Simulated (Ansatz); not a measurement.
# A workflow on C2H5GeN (SMILES C1=[N][GeH2][CH2]1)

Wanted: a series of 14 runs (HF/STO-3G, UHF/STO-3G, HF/3-21G, UHF/3-21G, HF/6-31G*, B3LYP/6-31G*, PBE/def2-SVP) of C2H5GeN. 

The results are computed with Ansatz 0.2.0.

### Step 1. Starting point

C2H5GeN has 9 atoms, charge 0, and is taken as a singlet. SMILES: `C1=[N][GeH2][CH2]1`. The coordinates come from a PBE0-D4/def2-TZVP relaxation. The run starts from this shape.

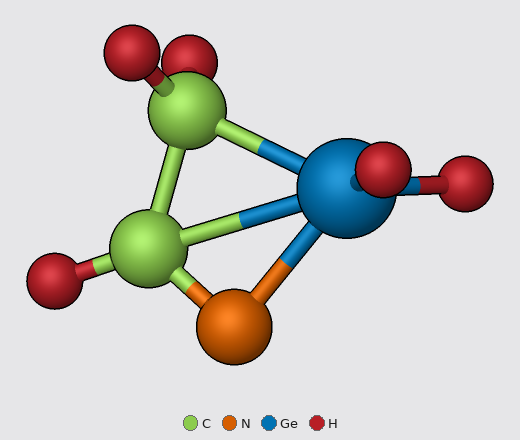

Viewed from a chosen angle; carbon green, nitrogen orange, germanium blue, hydrogen red.

### Step 2. A structure relaxation at HF/STO-3G (start density atoms) (run 1)

Contents of input.yaml:

```yaml
crystal:
  periodic: [false, false, false]
  atoms:
    - symbol: C
      position_ang: [-0.186800, -0.549700, -1.075100]
    - symbol: "N"
      position_ang: [1.035900, -0.182500, -1.141500]
    - symbol: Ge
      position_ang: [0.903900, 0.560600, 0.613000]
    - symbol: C
      position_ang: [-0.885400, -0.197100, 0.218500]
    - symbol: H
      position_ang: [-0.675600, -1.079500, -1.903400]
    - symbol: H
      position_ang: [1.056500, 2.089100, 0.684100]
    - symbol: H
      position_ang: [1.776000, -0.127000, 1.676700]
    - symbol: H
      position_ang: [-1.720500, 0.497400, 0.107000]
    - symbol: H
      position_ang: [-1.215600, -1.057700, 0.803700]
basis:
  gaussian:
    orbitals: STO-3G
hamiltonian:
  xc: hf
relax:
  f_tol: 0.002
output:
  orbitals: {seedname: orbitals}
```

Started as:

```sh
$ ansatz run input.yaml --threads 1 --pin off --max-ram 3480MiB --events-out events.jsonl --progress --plain --runs-dir runs
```

The program printed:

```text
Warning: RAYON_NUM_THREADS=1 ignored (pool sized by the plan → 1); use --threads N
The last accepted step is kept in runs//last_step.txt (removed where the run ends without a failure and the disk answers)
[... 56 lines left out ...]
Total energy: -59407.63555043 eV, -2183.1903385368 hartree
[... 9 lines left out ...]
Dipole moment:    -0.187584     0.128303     0.422371 e Å
```

Wall time 7.5 s (1 thread of Arm Neoverse V2, shared host); peak memory 0.11 GiB.

The path in brief:

```
step  energy from the first frame kept (eV)  largest force (eV/Å)
   1                                 0.0000                2.0166
   2                                -0.3100                0.3201
   3                                -0.3148                0.1396
   4                                -0.3152                0.0378
   5                                -0.3152                0.0199
   6                                -0.3152                0.0125
   7                                -0.3152                0.0016
```

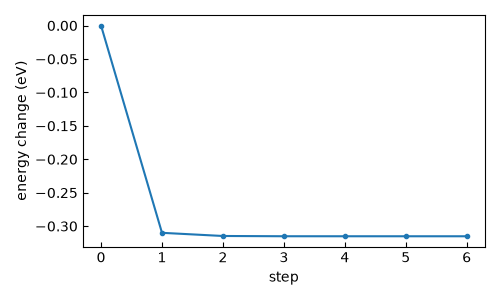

Energy along the run.

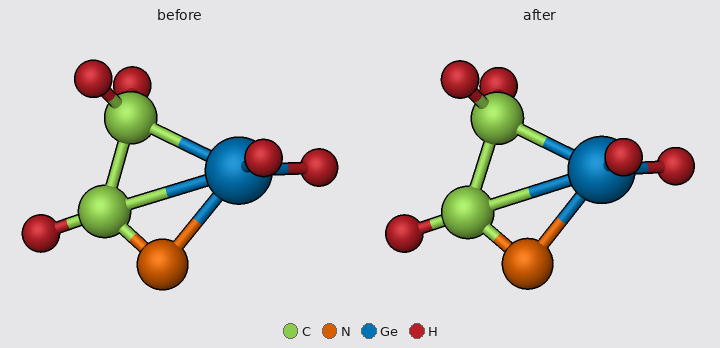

Before and after, at one scale.

After the run. Bond lengths: C1–N2 1.285 Å, N2–Ge3 1.884 Å, C1–C4 1.534 Å, Ge3–C4 1.915 Å, C1–H5 1.091 Å, Ge3–H6 1.433 Å, Ge3–H7 1.433 Å, C4–H8 1.084 Å, C4–H9 1.084 Å. Some angles: C1–N2–Ge3 90.8°, N2–C1–C4 111.0°, N2–Ge3–C4 75.6°, C1–C4–Ge3 82.6°, N2–C1–H5 124.0°, C4–C1–H5 124.9°, N2–Ge3–H6 114.7°, N2–Ge3–H7 114.7°, C4–Ge3–H6 117.6°, C4–Ge3–H7 117.6°.

### Step 3. The harmonic vibrations at HF/STO-3G (start density atoms) (run 2)

Contents of job.yaml:

```yaml
crystal:
  periodic: [false, false, false]
  atoms:
    - symbol: C
      position_ang: [-0.178102, -0.552972, -1.088657]
    - symbol: "N"
      position_ang: [1.047559, -0.168653, -1.118989]
    - symbol: Ge
      position_ang: [0.889430, 0.555982, 0.613268]
    - symbol: C
      position_ang: [-0.841784, -0.172706, 0.241295]
    - symbol: H
      position_ang: [-0.673685, -1.079972, -1.905934]
    - symbol: H
      position_ang: [1.010098, 1.981843, 0.679922]
    - symbol: H
      position_ang: [1.684672, -0.095878, 1.610642]
    - symbol: H
      position_ang: [-1.674805, 0.512689, 0.130948]
    - symbol: H
      position_ang: [-1.174982, -1.026732, 0.820506]
basis:
  gaussian: {orbitals: STO-3G}
hamiltonian: {xc: hf}
phonons: {temperatures: {t_min: 298.15, t_max: 298.15, t_step: 1}}
```

Started as:

```sh
$ ansatz run job.yaml --threads 1 --pin off --max-ram 3480MiB --events-out events.jsonl --progress --plain --runs-dir runs
```

The program printed:

```text
Warning: RAYON_NUM_THREADS=1 ignored (pool sized by the plan → 1); use --threads N
[... 295 lines left out ...]
Total energy: -59407.63554878 eV, -2183.1903384759 hartree
[... 9 lines left out ...]
Dipole moment:    -0.187585     0.128302     0.422371 e Å
Vibrations: 321.71 565.95 599.90 682.00 751.13 854.59 934.60 982.10 1060.25 1102.86 1120.10 1325.50 1440.17 1499.95 1805.45 1944.14 2413.95 2453.18 3605.49 3644.57 3729.20 cm⁻¹, zero-point energy 2.035622 eV
```

Run time: 35 s. Hardware: 1 thread of Arm Neoverse V2, shared host; peak memory 0.085 GiB.

Run 3 isn't shown in full; the table further down has it.

### Step 4. The doublet cation: a geometry optimisation at UHF/STO-3G (start density atoms) (run 4)

Contents of run.yaml:

```yaml
crystal:
  periodic: [false, false, false]
  atoms:
    - {symbol: C, position_ang: [-0.178102, -0.552972, -1.088657]}
    - {symbol: "N", position_ang: [1.047559, -0.168653, -1.118989]}
    - {symbol: Ge, position_ang: [0.889430, 0.555982, 0.613268]}
    - {symbol: C, position_ang: [-0.841784, -0.172706, 0.241295]}
    - {symbol: H, position_ang: [-0.673685, -1.079972, -1.905934]}
    - {symbol: H, position_ang: [1.010098, 1.981843, 0.679922]}
    - {symbol: H, position_ang: [1.684672, -0.095878, 1.610642]}
    - {symbol: H, position_ang: [-1.674805, 0.512689, 0.130948]}
    - {symbol: H, position_ang: [-1.174982, -1.026732, 0.820506]}
basis:
  gaussian: {orbitals: STO-3G}
total_charge: 1
magnetization: {spin_polarized: true, initial_magnetization: 1}
hamiltonian: {xc: hf}
relax: {}
```

Started as:

```sh
$ ansatz run run.yaml --threads 1 --pin off --max-ram 3480MiB --events-out events.jsonl --progress --plain --runs-dir runs
```

The program printed:

```text
Warning: RAYON_NUM_THREADS=1 ignored (pool sized by the plan → 1); use --threads N
[... 1 set-up line as earlier in the session ...]
[... 63 lines left out ...]
Total energy: -59402.99702701 eV, -2183.0198759449 hartree
[... 9 lines left out ...]
Dipole moment:    -0.149816    -0.137204    -0.197734 e Å
```

It took 11 s on 1 thread of Arm Neoverse V2, shared host; peak memory 0.1 GiB.

The path in brief:

```
step  energy from the first frame kept (eV)  largest force (eV/Å)
   1                                 0.0000                5.6500
   2                                -0.6163                1.1740
   3                                -0.6657                0.5121
   4                                -0.6723                0.1458
   5                                -0.6705                0.3876
   6                                -0.6729                0.0301
   7                                -0.6729                0.0753
   8                                -0.6730                0.0088
```

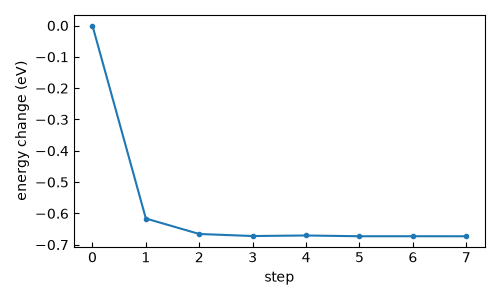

Energy along the run.

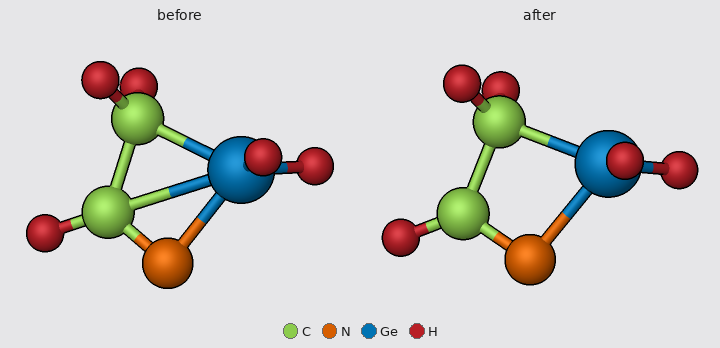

Before and after, at one scale.

After the run. Bond lengths: C1–N2 1.339 Å, N2–Ge3 1.964 Å, C1–C4 1.545 Å, Ge3–C4 1.942 Å, C1–H5 1.094 Å, Ge3–H6 1.439 Å, Ge3–H7 1.439 Å, C4–H8 1.087 Å, C4–H9 1.087 Å. Some angles: C1–N2–Ge3 97.7°, N2–C1–C4 100.8°, N2–Ge3–C4 69.5°, C1–C4–Ge3 91.9°, N2–C1–H5 127.4°, C4–C1–H5 131.8°, N2–Ge3–H6 108.2°, N2–Ge3–H7 108.2°, C4–Ge3–H6 118.7°, C4–Ge3–H7 118.7°.

Runs 5 to 13 aren't shown in full; the table further down has their settings and results.

### Step 5. The harmonic vibrations at PBE/def2-SVP (start density atoms) (run 14)

Contents of in.yaml:

```yaml
crystal:
  periodic: [false, false, false]
  atoms:
    - symbol: C
      position_ang: [-0.187842, -0.554078, -1.084040]
    - symbol: "N"
      position_ang: [1.052502, -0.186259, -1.161987]
    - symbol: Ge
      position_ang: [0.915899, 0.568216, 0.621384]
    - symbol: C
      position_ang: [-0.891638, -0.199938, 0.216657]
    - symbol: H
      position_ang: [-0.687982, -1.093488, -1.925640]
    - symbol: H
      position_ang: [1.066308, 2.112234, 0.694190]
    - symbol: H
      position_ang: [1.793488, -0.127462, 1.697387]
    - symbol: H
      position_ang: [-1.742096, 0.505517, 0.109392]
    - symbol: H
      position_ang: [-1.230238, -1.071142, 0.815658]
basis:
  gaussian:
    orbitals: def2-SVP
hamiltonian:
  xc: {name: PBE}
phonons:
  temperatures: {t_min: 298.15, t_max: 298.15, t_step: 1}
```

Started as:

```sh
$ ansatz run in.yaml --threads 1 --pin off --max-ram 3480MiB --events-out events.jsonl --progress --plain --runs-dir runs
```

The program printed:

```text
Warning: RAYON_NUM_THREADS=1 ignored (pool sized by the plan → 1); use --threads N
[... 42 lines left out ...]
1129 factors; their error is unknown
[... 51 lines left out ...]
1129 factors; their error is unknown
[... 52 lines left out ...]
1129 factors; their error is unknown
[... 50 lines left out ...]
1129 factors; their error is unknown
[... 51 lines left out ...]
1129 factors; their error is unknown
[... 15 lines left out ...]
1129 factors; their error is unknown
[... 4 lines left out ...]
1129 factors; their error is unknown
[... 4 lines left out ...]
1129 factors; their error is unknown
[... 4 lines left out ...]
1129 factors; their error is unknown
[... 5 lines left out ...]
1129 factors; their error is unknown
[... 4 lines left out ...]
1129 factors; their error is unknown
[... 13 lines left out ...]
Dipole moment:    -0.351210     0.037597     0.338510 e Å
Vibrations: 220.56 436.06 453.03 527.88 555.96 635.64 708.18 802.81 829.25 840.27 904.77 1058.35 1091.09 1251.84 1347.04 1585.99 2058.11 2080.56 2946.81 2995.54 3057.90 cm⁻¹, zero-point energy 1.635824 eV
```

Run time: 1.8 min. Hardware: 1 thread of Arm Neoverse V2, shared host; peak memory 0.13 GiB.

### Step 6. All runs side by side

```
run                                                    level         task  walk f tol  partner   energy (Eh)  dipole moment (D)  wall time
  1                          HF/STO-3G (start density atoms)     optimise       0.002     base  -2183.190339               2.30      7.5 s
  2                          HF/STO-3G (start density atoms)  frequencies           –     base  -2183.190338               2.30       35 s
  3                         UHF/STO-3G (start density atoms)       energy           –   cation  -2182.995131                  –     0.73 s
  4                         UHF/STO-3G (start density atoms)     optimise           –   cation  -2183.019876                  –       11 s
  5                           HF/3-21G (start density atoms)     optimise       0.002     base  -2197.660817               2.76      9.3 s
  6                           HF/3-21G (start density atoms)  frequencies           –     base  -2197.660818               2.76       42 s
  7                          UHF/3-21G (start density atoms)       energy           –   cation  -2197.387686                  –      1.8 s
  8                          UHF/3-21G (start density atoms)     optimise           –   cation  -2197.410474                  –       18 s
  9     HF/6-31G* (Cartesian functions, start density atoms)     optimise       0.002     base  -2208.116281               2.65       21 s
 10     HF/6-31G* (Cartesian functions, start density atoms)  frequencies           –     base  -2208.116281               2.65    1.9 min
 11  B3LYP/6-31G* (Cartesian functions, start density atoms)     optimise       0.002     base  -2210.685881               2.48       28 s
 12  B3LYP/6-31G* (Cartesian functions, start density atoms)  frequencies           –     base  -2210.685881               2.48    3.1 min
 13                       PBE/def2-SVP (start density atoms)     optimise       0.002     base  -2210.076196               2.35       26 s
 14                       PBE/def2-SVP (start density atoms)  frequencies           –     base  -2210.076196               2.35    1.8 min
```

### Step 7. Outcome

```
                                                                          quantity           value
                                                run 14, PBE/def2-SVP: total energy  -2210.07620 Eh
                                               run 14, PBE/def2-SVP: dipole moment          2.35 D
                                    run 14, PBE/def2-SVP: largest force on an atom      0.001 eV/Å
                                  run 14, PBE/def2-SVP: lowest harmonic wavenumber        221 cm⁻¹
                                 run 14, PBE/def2-SVP: highest harmonic wavenumber       3058 cm⁻¹
                                           run 14, PBE/def2-SVP: zero-point energy    157.8 kJ/mol
                     vertical ionisation energy (to the doublet cation), HF/STO-3G        5.312 eV
                      vertical ionisation energy (to the doublet cation), HF/3-21G        7.432 eV
adiabatic ionisation energy (to the doublet cation, no zero-point term), HF/STO-3G        4.639 eV
 adiabatic ionisation energy (to the doublet cation, no zero-point term), HF/3-21G        6.812 eV
```

In words: At HF/STO-3G: removing an electron at fixed nuclei costs 5.31 eV (122 kcal/mol). Its partner is spin-contaminated (⟨S²⟩ = 1.04 against 0.75), so the difference is in doubt. In a minimal basis such a difference can be off by several eV, whatever the method. At HF/3-21G: the vertical ionisation energy comes to 7.43 eV (717 kJ/mol). At HF/STO-3G: the adiabatic ionisation energy (to the doublet cation, no zero-point term) is 4.64 eV (107 kcal/mol). Its partner is spin-contaminated (⟨S²⟩ = 1.21 against 0.75), so the difference is in doubt. Totals of different functionals can't be ranked against each other. In runs 1, 2, 3, 4 the basis is minimal, so the values are rough. Spin contamination of the reference: run 4 ⟨S²⟩ = 1.21, run 3 ⟨S²⟩ = 1.04, run 8 ⟨S²⟩ = 0.93, run 7 ⟨S²⟩ = 0.90. All runs together took 10 min, the longest 3.1 min.
